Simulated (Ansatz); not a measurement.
# Single-point calculation, with input and output: C2H8OSi

C2H8OSi, multiplicity 3, SMILES CO[SiH2]C, computed with UKS wB97M-V/6-31++G** (Ansatz 0.2.0).

The geometry comes from this level: PBE0-D4/def2-TZVP. Figures and captions count atoms from 1; the log counts them from 0 in places.

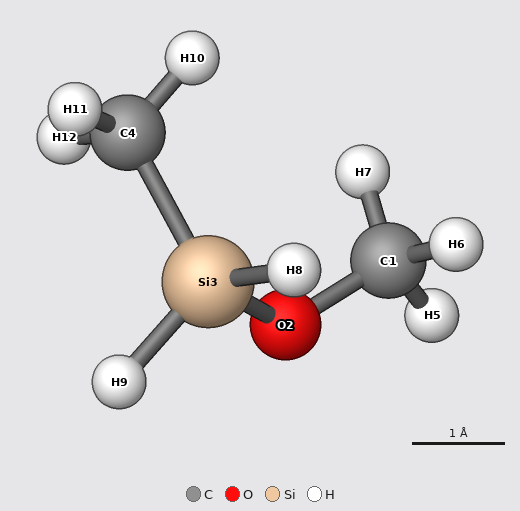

The input geometry (ball-and-stick view, seen at a tilt; atoms are numbered from 1 in the order of the input).

### Input
```yaml
crystal:
  periodic: [false, false, false]
  atoms:
    - {symbol: C, position_ang: [0.090913, 1.599502, -1.010710]}
    - {symbol: O, position_ang: [0.715314, 0.340310, -1.046324]}
    - {symbol: Si, position_ang: [0.813079, -0.647301, 0.266875]}
    - {symbol: C, position_ang: [-0.854178, -1.277028, 0.813411]}
    - {symbol: H, position_ang: [0.306486, 2.118040, -1.946783]}
    - {symbol: H, position_ang: [0.464358, 2.214361, -0.182192]}
    - {symbol: H, position_ang: [-0.997171, 1.508076, -0.911535]}
    - {symbol: H, position_ang: [1.443101, 0.096371, 1.398528]}
    - {symbol: H, position_ang: [1.691660, -1.767902, -0.148769]}
    - {symbol: H, position_ang: [-1.508818, -0.460020, 1.127203]}
    - {symbol: H, position_ang: [-0.737347, -1.953775, 1.664729]}
    - {symbol: H, position_ang: [-1.350495, -1.825736, 0.009468]}
basis:
  gaussian: {orbitals: "6-31++G**"}
magnetization: {spin_polarized: true, initial_magnetization: 2}
hamiltonian: {xc: {name: wB97M-V}}
output: {forces: true}
```

Machine: 4 threads of Arm Neoverse V2, 23 GiB of memory available, shared host.

Launch command:
```bash
ansatz run in.yaml --threads 4 --pin off --events-out ev --progress --plain --max-ram 10444MiB
```

### Log
```
Functional definition: wB97M-V
  name "wB97M-V"
  cite "Mardirossian & Head-Gordon, J. Chem. Phys. 144, 214110 (2016) doi:10.1063/1.4952647"
  cite "Becke, J. Chem. Phys. 107, 8554 (1997) doi:10.1063/1.475007"
  cite "Vydrov & Van Voorhis, J. Chem. Phys. 133, 244103 (2010) doi:10.1063/1.3521275"
  # Of w^i u^j: cxij and so on, Table III.
  parameter omega = 0.3/bohr
  parameter cx = 0.15
  parameter cx01 = 1.007
  parameter cx10 = 0.259
  parameter css00 = 0.443
  parameter css04 = -1.437
  parameter css10 = -4.535
  parameter css20 = -3.390
  parameter css43 = 4.278
  parameter cos00 = 1.000
  parameter cos10 = 1.358
  parameter cos20 = 2.924
  parameter cos21 = -8.812
  parameter cos60 = -1.390
  parameter cos61 = 9.142
  parameter b = 6.0
  parameter c = 0.01
  gx(w, u) = 1 - cx + cx01*u + cx10*w
  gss(w, u) = css00 + css04*u^4 + css10*w + css20*w^2 + css43*w^4*u^3
  gos(w, u) = cos00 + cos10*w + (cos20 + cos21*u)*w^2 + (cos60 + cos61*u)*w^6
  exchange = spin_sum(e_x_unif_sr(omega)*gx(b97_w, b97_u_x)) + cx*exact_x_sr(omega) + exact_x_lr(omega)
  correlation = spin_sum(e_c_pw_mod_same_spin*gss(b97_w, b97_u_same))
      + integral(e_c_pw_mod_opposite_spin*gos(b97_w_opposite, b97_u_opposite)) + vv10(b, c)
1150 factors; integrals over basis functions are off by at most 1.2e-3 eV
333 factors; integrals over basis functions are off by at most 1.3e-5 eV
mean field evaluation 1: about -12109.4163 eV, gradient 4.5e1 eV
mean field evaluation 2: about -12104.0251 eV, gradient 6.1e1 eV
mean field evaluation 4: about -12119.3161 eV, gradient 5.0e0 eV
mean field evaluation 8: about -12119.7852 eV, gradient 8.2e-1 eV
mean field evaluation 16: about -12119.9419 eV, gradient 2.0e-1 eV
mean field evaluation 32: about -12119.9523 eV, gradient 1.1e-2 eV
mean field evaluation 64: about -12119.9523 eV, gradient 1.5e-5 eV
mean field -12119.95234853 eV, -445.4000336098 hartree, gradient 1.6e-6 eV, S^2 2.006786; 6 other end points of the search recorded, 0 dependent functions left out
the calculation of the forces begins
reference -12119.95240970 eV, -445.4000358578 hartree; 22, 20 occupied and 106, 108 virtual orbitals, 1150 factors
Total energy: -12119.95240970 eV, -445.4000358578 hartree
Atom 0 at     0.090913     1.599502    -1.010710 Å, force     0.344175     1.493160    -0.868073 eV/Å
Atom 1 at     0.715314     0.340310    -1.046324 Å, force    -0.325086     1.868916    -2.406455 eV/Å
Atom 2 at     0.813079    -0.647301     0.266875 Å, force     1.407629    -2.490171     2.928743 eV/Å
Atom 3 at    -0.854178    -1.277028     0.813411 Å, force    -1.361079    -0.210981     0.305920 eV/Å
Atom 4 at     0.306486     2.118040    -1.946783 Å, force     0.050176    -0.257968    -0.223362 eV/Å
Atom 5 at     0.464358     2.214361    -0.182192 Å, force    -0.099549    -0.305034     0.375621 eV/Å
Atom 6 at    -0.997171     1.508076    -0.911535 Å, force    -0.224830    -0.400231     0.255458 eV/Å
Atom 7 at     1.443101     0.096371     1.398528 Å, force    -0.118990     0.122021    -0.123932 eV/Å
Atom 8 at     1.691660    -1.767902    -0.148769 Å, force    -0.160438     0.224027    -0.211457 eV/Å
Atom 9 at    -1.508818    -0.460020     1.127203 Å, force     0.118811    -0.000108    -0.109705 eV/Å
Atom 10 at    -0.737347    -1.953775     1.664729 Å, force     0.245195    -0.154824     0.149034 eV/Å
Atom 11 at    -1.350495    -1.825736     0.009468 Å, force     0.123985     0.111195    -0.071792 eV/Å
Dipole moment:    -0.292765     0.103807     0.191188 e Å
```

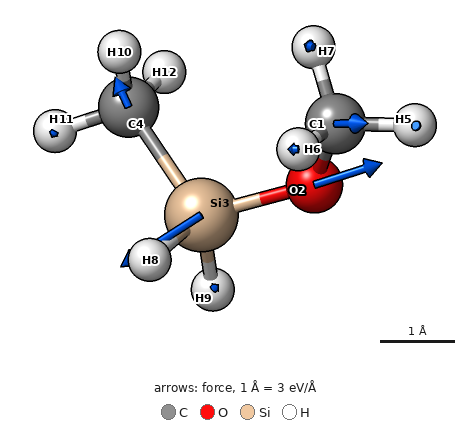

Forces on the atoms as blue arrows (ball-and-stick view, seen at a tilt; atoms are numbered from 1 in the order of the input); the smallest are left out. The largest act on Si3 (4.09 eV/Å); O2 (3.06 eV/Å); C1 (1.76 eV/Å); C4 (1.41 eV/Å). The geometry is not a stationary point of this energy.

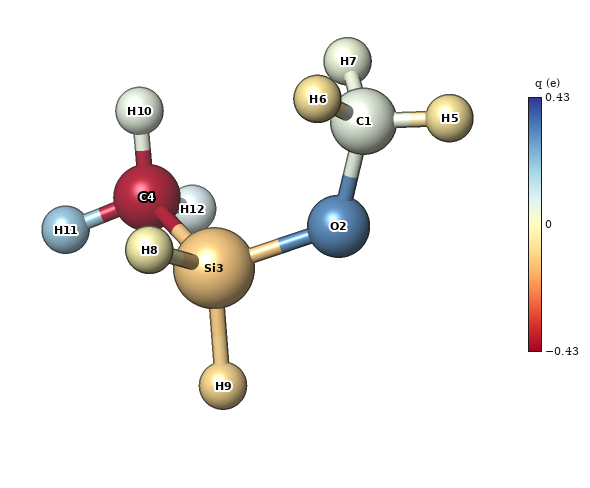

Mulliken charges, as the colour of each atom (ball-and-stick view, seen at a tilt; atoms are numbered from 1 in the order of the input). By element: C −0.41 to +0.06, O +0.31, Si −0.12 and H −0.10 to +0.22 e.

### Key numbers

| quantity | value |
| --- | --- |
| outcome | converged |
| total energy | −12119.9524 eV |
| ⟨S²⟩ | 2.007 |
| SCF solution under orbital rotations | stable |
| largest force (length of the vector) | 4.094 eV/Å |
| dipole moment | 1.75 D |
| wall time | 48 s (CPU time 3.1 min) |
| peak memory | 0.63 GiB |
